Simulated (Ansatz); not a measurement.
# One shape, several levels: triplet NH3

Wanted: a comparison of 6 runs (U-r2SCAN0/6-31G, U-wB97X/3-21G, U-wB97X/6-31G, UPBE0/3-21G, UMP2/6-31G, UCCSDTQ/6-31G) of triplet NH3. 

The calculation is run with Ansatz 0.2.0.

68 further runs of the same task are left out: 68 set aside as unsound or not needed.

## Step 1: The structure to begin with

NH3 has 4 atoms, charge 0, and is taken as a triplet. SMILES of the parent species: `N`. The coordinates come from a GFN2-xTB relaxation. That shape belongs to the parent species and isn't relaxed for this state.

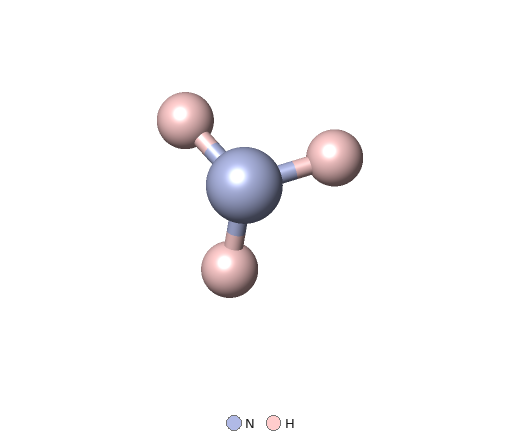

The structure, seen from a chosen angle (nitrogen light blue, hydrogen pink).

## Step 2: A single-point energy at U-r2SCAN0/6-31G (run 1)

job.yaml reads:

```yaml
crystal:
  periodic: [false, false, false]
  atoms:
    - {symbol: "N", position_ang: [-0.068160, 0.242830, 0.108060]}
    - {symbol: H, position_ang: [0.491930, -0.300470, 0.753380]}
    - {symbol: H, position_ang: [-0.891960, -0.300620, -0.118350]}
    - {symbol: H, position_ang: [0.468190, 0.358250, -0.743090]}
basis:
  gaussian:
    orbitals: 6-31G
magnetization:
  spin_polarized: true
  initial_magnetization: 2
hamiltonian:
  xc: {name: r2SCAN0}
accuracy: high
```

The run is started by

```sh
ansatz run job.yaml --threads 1 --pin off --max-ram 2610MiB --events-out events.jsonl --progress --plain --runs-dir runs
```

Output:

```text
Warning: RAYON_NUM_THREADS=1 ignored (pool sized by the plan → 1); use --threads N
Functional definition: r2SCAN0
  name "r2SCAN0"
  parameter a = 0.25
  parameter k0 = 0.174
  parameter k1 = 0.065
  parameter a1 = 4.9479
  exchange = (1 - a)*r2scan_x(k0 = k0, k1 = k1, a1 = a1) + a*exact_x
  correlation = r2scan_c
350 factors; integrals over basis functions are off by at most 3.7e-9 eV
mean field evaluation 1: about -1529.2298 eV, gradient 1.3e1 eV
mean field evaluation 2: about -1529.3732 eV, gradient 1.2e1 eV
mean field evaluation 4: about -1530.0059 eV, gradient 3.8e-2 eV
mean field evaluation 8: about -1529.9994 eV, gradient 1.3e-3 eV
mean field evaluation 16: about -1529.9994 eV, gradient 2.8e-7 eV
mean field -1529.99936759 eV, -56.2264396880 hartree, gradient 5.5e-8 eV, S^2 2.001507; 0 other end points of the search recorded, 0 dependent functions left out
reference -1529.99936816 eV, -56.2264397090 hartree; 6, 4 occupied and 9, 11 virtual orbitals, 350 factors
Total energy: -1529.99936816 eV, -56.2264397090 hartree
```

Run time: 0.74 s. Hardware: 1 thread of AMD EPYC 9R45 (Zen 5), shared host; peak memory 0.16 GiB.

## Step 3: The energy at U-wB97X/3-21G (run 2)

in.yaml reads:

```yaml
crystal:
  periodic: [false, false, false]
  atoms:
    - {symbol: "N", position_ang: [-0.068160, 0.242830, 0.108060]}
    - {symbol: H, position_ang: [0.491930, -0.300470, 0.753380]}
    - {symbol: H, position_ang: [-0.891960, -0.300620, -0.118350]}
    - {symbol: H, position_ang: [0.468190, 0.358250, -0.743090]}
basis:
  gaussian:
    orbitals: 3-21G.json
total_charge: 0
magnetization:
  spin_polarized: true
  initial_magnetization: 2
hamiltonian:
  xc: {name: wB97X}
accuracy: high
```

The basis set 3-21G is read from a file made from the Basis Set Exchange's data (not shown).

The run is started by

```sh
ansatz run in.yaml --threads 1 --pin off --max-ram 2610MiB --events-out events.jsonl --progress --plain --runs-dir runs
```

Output, cut to the lines that bear on the results:

```text
Warning: RAYON_NUM_THREADS=1 ignored (pool sized by the plan → 1); use --threads N
Functional definition: wB97X
  name "wB97X"
[...]
      + exact_x_lr(omega)
[...]
      + integral(e_c_pw_opposite_spin*poly(b97_u_opposite, 1, cos1, cos2, cos3, cos4))
291 factors; integrals over basis functions are off by at most 4.3e-9 eV
118 factors; integrals over basis functions are off by at most 1.0e-9 eV
[...]
mean field -1521.63892060 eV, -55.9191989282 hartree, gradient 5.7e-8 eV, S^2 2.000830; 0 other end points of the search recorded, 0 dependent functions left out
reference -1521.63892051 eV, -55.9191989249 hartree; 6, 4 occupied and 9, 11 virtual orbitals, 291 factors
Total energy: -1521.63892051 eV, -55.9191989249 hartree
```

Wall time 1.6 s (1 thread of AMD EPYC 9R45 (Zen 5), shared host); peak memory 0.25 GiB.

Runs 3 to 5 aren't shown in full; the table further down has their settings and results.

## Step 4: A single-point energy at UCCSDTQ/6-31G (run 6)

job.yaml reads:

```yaml
crystal:
  periodic: [false, false, false]
  atoms:
    - symbol: "N"
      position_ang: [-0.068160, 0.242830, 0.108060]
    - symbol: H
      position_ang: [0.491930, -0.300470, 0.753380]
    - symbol: H
      position_ang: [-0.891960, -0.300620, -0.118350]
    - symbol: H
      position_ang: [0.468190, 0.358250, -0.743090]
basis:
  gaussian:
    orbitals: 6-31G
magnetization:
  spin_polarized: true
  initial_magnetization: 2
correlation:
  method: ccsdtq
  frozen_orbitals: {H: 0, "N": 1}
accuracy: high
scf:
  omitted_lower_state_checks: [cluster_reference, increment]
```

The run is started by

```sh
ansatz run job.yaml --threads 1 --pin off --max-ram 2610MiB --events-out events.jsonl --progress --plain --runs-dir runs
```

Output, cut to the lines that bear on the results:

```text
Warning: RAYON_NUM_THREADS=1 ignored (pool sized by the plan → 1); use --threads N
Functional definition: HF
  name "HF"
[...]
350 factors; integrals over basis functions are off by at most 3.7e-9 eV
[...]
mean field -1521.46605940 eV, -55.9128463963 hartree, gradient 3.4e-8 eV, S^2 2.002354; 2 other end points of the search recorded, 0 dependent functions left out
1 core orbitals not correlated: weight in the atoms' cores, before any rotation towards them, 1.000 or more for the frozen orbitals, at most 0.000 for the correlated occupied ones
reference -1521.46605940 eV, -55.9128463963 hartree; 5, 3 occupied and 9, 11 virtual orbitals, 350 factors
second order -2.63546612 eV of doubles, -0.00000000 eV of singles
cycle   1  -2.93576341 eV  change   -3.0e-1 eV  update   4.2e-2
[...]
cycle  21  -3.13661249 eV  change  -7.6e-11 eV  update  5.6e-10
Total energy: -1524.60267189 eV, -56.0281147792 hartree
Checks for a lower state left out: cluster_reference, increment
```

Wall time 5.4 s (1 thread of AMD EPYC 9R45 (Zen 5), shared host); peak memory 0.14 GiB.

## Step 5: Overview of the runs

```
run            level  frozen core orbitals  energy (Eh)   ⟨S²⟩  wall time
  1  U-r2SCAN0/6-31G                     –   -56.226440  2.002     0.74 s
  2    U-wB97X/3-21G                     –   -55.919199  2.001      1.6 s
  3    U-wB97X/6-31G                     –   -56.232510  2.001      1.5 s
  4      UPBE0/3-21G                     –   -55.885397  2.001     0.32 s
  5       UMP2/6-31G                     1   -56.009698  2.002     0.06 s
  6    UCCSDTQ/6-31G                     1   -56.028115  2.002      5.4 s
```

## Step 6: Results

| quantity | value |
| --- | --- |
| run 6: total energy | -56.02811 Eh |
| run 6: correlation energy (1 core orbital frozen) | -115.3 mEh |
| run 6: ⟨S²⟩ of the reference determinant | 2.002 |
| run 6: T1 diagnostic | 0.006 |

What this shows: Totals of different functionals can't be ranked against each other. All runs together took 9.6 s, the longest 5.4 s.
